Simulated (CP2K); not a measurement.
# AM1 run of Si3H6Cl (SMILES [SiH3][Si]([SiH3])Cl)

What is the energy change on altering one bond length of Si3H6Cl at AM1? 

The results are computed with CP2K 2026.2.

2 further runs of the same task are left out: 1 that didn't finish, 1 set aside as unsound or not needed.

## Step 1: Starting point

Si3H6Cl has 10 atoms, charge 0, and is taken as a doublet. SMILES: `[SiH3][Si]([SiH3])Cl`. The coordinates come from a GFN2-xTB relaxation.

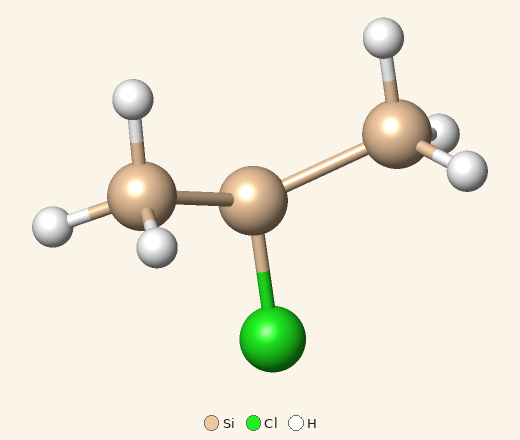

The structure, seen from a chosen angle (silicon light orange, chlorine green, hydrogen white).

## Step 2: Energy and forces at AM1

The input, calc.inp:

```
&FORCE_EVAL
  METHOD QUICKSTEP
  &DFT
    MULTIPLICITY 2
    LSD T
    &QS
      METHOD AM1
      EPS_DEFAULT 1.0E-10
      &SE
        &COULOMB
          CUTOFF [angstrom] 50
          RC_RANGE [angstrom] 0
        &END
        &EXCHANGE
          CUTOFF [angstrom] 50
          RC_RANGE [angstrom] 0
        &END
      &END
    &END
    &POISSON
      PERIODIC NONE
      POISSON_SOLVER ANALYTIC
    &END
    &SCF
      SCF_GUESS ATOMIC
      EPS_SCF 1.0E-07
      MAX_SCF 150
      ADDED_MOS 8
      &DIAGONALIZATION
        ALGORITHM STANDARD
      &END
      &MIXING
        METHOD DIRECT_P_MIXING
        ALPHA 0.4
      &END
    &END
    &PRINT
      &MOMENTS
        PERIODIC F
        REFERENCE COM
        MAX_MOMENT 1
      &END
      &MO ON
        ENERGIES T
        OCCUPATION_NUMBERS T
        NDIGITS 6
        &EACH
          QS_SCF 0
        &END
        ADD_LAST NUMERIC
      &END
      &HIRSHFELD OFF
      &END
    &END
  &END
  &SUBSYS
    &CELL
      ABC 16.5 17 16.6
      PERIODIC NONE
    &END
    &COORD
      Si     7.345015     9.970300     7.075535
      Si     7.490175     7.926910     8.155195
      Si     9.144055     7.212240     9.610215
      Cl     7.327795     6.459900     6.673575
      H      6.017525    10.166790     6.482045
      H      7.531075    10.996750     8.106895
      H      8.304135    10.285290     6.005955
      H      8.732495     6.003250    10.333425
      H     10.482475     6.918540     9.079665
      H      9.321115     8.285650    10.594045
    &END
  &END
  &PRINT
    &FORCES ON
    &END
  &END
&END

&GLOBAL
  PROJECT_NAME calc
  RUN_TYPE ENERGY_FORCE
  PRINT_LEVEL MEDIUM
&END
```

Launch:

```bash
$ OMP_NUM_THREADS=1 cp2k.psmp -i calc.inp > calc.out 2>&1
```

The log of the run (excerpt; [...] marks lines left out):

```text
CP2K| version string:                                       CP2K version 2026.2
[...]
 GLOBAL| Method name                                                        CP2K
[...]
 GLOBAL| Run type                                                   ENERGY_FORCE
[...]
                             - Atoms:                                         10
[...]
                             - Spherical basis functions:                     22
[...]
 Number of electrons:                                                         13
[...]
     1 P_Mix/Diag. 0.40E+00    0.0     0.39235991       -22.3393124150 -2.23E+01
[...]
    29 DIIS/Diag.  0.79E-07    0.0     0.00000006       -25.9709032466 -4.97E-13
  *** SCF run converged in    29 steps ***
  Core-core repulsion energy [eV]:                           1163.25280346010595
  Core Hamiltonian energy [eV]:                             -1085.36541960271575
  Two-electron integral energy [eV]:                        -1569.18320240369212
  Electronic energy [eV]:                                   -1869.95702080456181
  Total energy [eV]:                                         -706.70421734445574
  Atomic reference energy [eV]:                               706.49618722106084
  Heat of formation [kcal/mol]:                                -4.79728899111372
[...]
 SE_DIPOLE| Moment [Debye]         -0.30342022      -0.93488319      -0.80651478
 SE_DIPOLE| Derivative [a.u.]       0.00000000       0.00000000       0.00000000
 ENERGY| Total FORCE_EVAL ( QS ) energy [hartree]            -25.970903246590463
 FORCES| Atomic forces [hartree/bohr]
 FORCES|   Atom     x               y               z               |f|
 FORCES|      1 -6.96871834E-04  2.26286640E-02 -4.00292010E-03   2.29905510E-02
 FORCES|      2 -5.32289514E-03 -2.41355146E-02 -2.24493628E-02   3.33890726E-02
 FORCES|      3  1.42407360E-02 -9.13197472E-04  1.77539592E-02   2.27779621E-02
 FORCES|      4 -2.36542637E-03  7.16020372E-03  9.47921864E-03   1.21127761E-02
 FORCES|      5 -1.16522996E-03 -2.80628988E-03  1.26314616E-03   3.29067804E-03
 FORCES|      6 -3.34006389E-04  9.71581274E-04  9.47756993E-04   1.39777457E-03
 FORCES|      7  1.34365629E-03 -5.13981405E-03  1.69496501E-03   5.57637939E-03
 FORCES|      8 -2.94023522E-03  1.41587868E-04 -1.36689014E-03   3.24552291E-03
 FORCES|      9 -2.60769357E-03  1.37296276E-03 -4.57818183E-03   5.44470764E-03
 FORCES|     10 -1.52033832E-04  7.19816358E-04  1.25830893E-03   1.45759776E-03
 FORCES| Sum    -1.69135539E-16  4.16333634E-17 -2.56739074E-16
 FORCES| Total atomic force                                       3.10250092E-16
[...]
```

Run time: 0.26 s. Hardware: 1 thread of Arm Neoverse V2, shared host.

## Step 3: The distorted shape, same level

The input, job.inp:

```
&GLOBAL
 PROJECT_NAME job
 RUN_TYPE ENERGY_FORCE
 PRINT_LEVEL MEDIUM
&END

&FORCE_EVAL
 METHOD QS
 &DFT
  MULTIPLICITY 2
  UKS T
  ! Quickstep
  &QS
   METHOD AM1
   EPS_DEFAULT 1.0E-10
   &SE
    &COULOMB
     CUTOFF [angstrom] 50
     RC_RANGE [angstrom] 0
    &END
    &EXCHANGE
     CUTOFF [angstrom] 50
     RC_RANGE [angstrom] 0
    &END
   &END
  &END
  ! no periodic images
  &POISSON
   PERIODIC NONE
   POISSON_SOLVER ANALYTIC
  &END
  &SCF
   SCF_GUESS ATOMIC
   EPS_SCF 1.0E-07
   MAX_SCF 150
   ADDED_MOS 8
   &DIAGONALIZATION
    ALGORITHM STANDARD
   &END
   &MIXING
    METHOD DIRECT_P_MIXING
    ALPHA 0.4
   &END
  &END
  &PRINT
   &MOMENTS
    PERIODIC F
    REFERENCE COM
    MAX_MOMENT 1
   &END
   &MO ON
    ENERGIES T
    OCCUPATION_NUMBERS T
    NDIGITS 6
    &EACH
     QS_SCF 0
    &END
    ADD_LAST NUMERIC
   &END
   &HIRSHFELD OFF
   &END
  &END
 &END
 ! structure
 &SUBSYS
  &CELL
   ABC 17.3 17 16.6
   PERIODIC NONE
  &END
  &COORD
   Si     7.343501     9.970300     7.075535
   Si     7.488661     7.926910     8.155195
   Si     9.142541     7.212240     9.610215
   Cl     7.326281     6.459900     6.673575
   H      6.016011    10.166790     6.482045
   H      7.529561    10.996750     8.106895
   H      8.302621    10.285290     6.005955
   H      8.730981     6.003250    10.333425
   H     11.283989     6.742325     8.761344
   H      9.319601     8.285650    10.594045
  &END
 &END
 ! extra output
 &PRINT
  &FORCES ON
  &END
 &END
&END
```

Launch:

```bash
$ OMP_NUM_THREADS=1 cp2k.psmp -i job.inp -o job.out
```

The log of the run (excerpt; [...] marks lines left out):

```text
CP2K| version string:                                       CP2K version 2026.2
[...]
 GLOBAL| Method name                                                        CP2K
[...]
 GLOBAL| Run type                                                   ENERGY_FORCE
[...]
                             - Atoms:                                         10
[...]
                             - Spherical basis functions:                     22
[...]
 Number of electrons:                                                         13
[...]
     1 P_Mix/Diag. 0.40E+00    0.0     0.40537463       -22.3997015533 -2.24E+01
[...]
    87 DIIS/Diag.  0.74E-07    0.0     0.00000010       -25.8715030277 -1.63E-13
  *** SCF run converged in    87 steps ***
  Core-core repulsion energy [eV]:                           1144.38632083742073
  Core Hamiltonian energy [eV]:                             -1085.61343195433187
  Two-electron integral energy [eV]:                        -1525.54457743329203
  Electronic energy [eV]:                                   -1848.38572067097766
  Total energy [eV]:                                         -703.99939983355705
  Atomic reference energy [eV]:                               706.49618722106084
  Heat of formation [kcal/mol]:                                57.57728953745168
[...]
 SE_DIPOLE| Moment [Debye]         -0.92394811      -0.78589188      -0.65967254
 SE_DIPOLE| Derivative [a.u.]       0.00000000       0.00000000       0.00000000
 ENERGY| Total FORCE_EVAL ( QS ) energy [hartree]            -25.871503027727798
[...]
```

Wall time 0.36 s (1 thread of Arm Neoverse V2, shared host).

## Step 4: Results

At AM1:

| quantity | value |
| --- | --- |
| first shape: total energy | -25.97090 Eh |
| first shape: dipole moment | 1.27 D |
| first shape: HOMO energy (highest over α and β) | -9.36 eV |
| first shape: LUMO energy (lowest over α and β) | -1.84 eV |
| first shape: heat of formation at this unrelaxed shape | -4.8 kcal/mol |
| first shape: largest force on an atom | 1.717 eV/Å |
| distorted shape: total energy | -25.87150 Eh |
| distorted shape: dipole moment | 1.38 D |
| distorted shape: HOMO energy (highest over α and β) | -9.11 eV |
| distorted shape: LUMO energy (lowest over α and β) | -1.90 eV |
| distorted shape: heat of formation at this unrelaxed shape | 57.6 kcal/mol |
| distorted shape: largest force on an atom | 3.439 eV/Å |
| energy change with the Si3–H9 bond stretched from 1.469 to 2.351 Å | 2.705 eV |

What this shows: With the Si3–H9 bond stretched from 1.469 to 2.351 Å the energy rises by 2.70 eV (62 kcal/mol). The first shape isn't relaxed at this level, so the change isn't measured from a minimum. The largest force (first shape) is 1.72 eV/Å: the shape isn't a stationary point for this species at this level.
